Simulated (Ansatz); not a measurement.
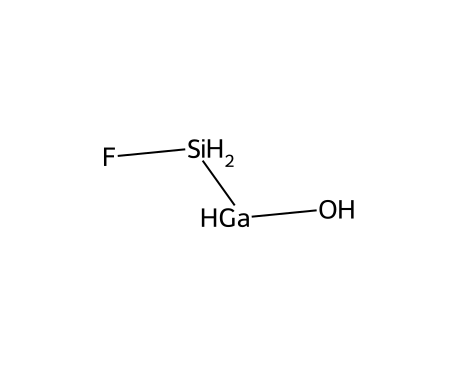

Simulated data, not a measurement (program: Ansatz).

2D structure.

**Give its SMILES.**

[OH][GaH][SiH2]F

**What is the molecular formula?**

FGaH4OSi.

**An optimisation with PBE-D4/def2-SVP gave a structure of which point group?**

Cs. Other conformers may differ.
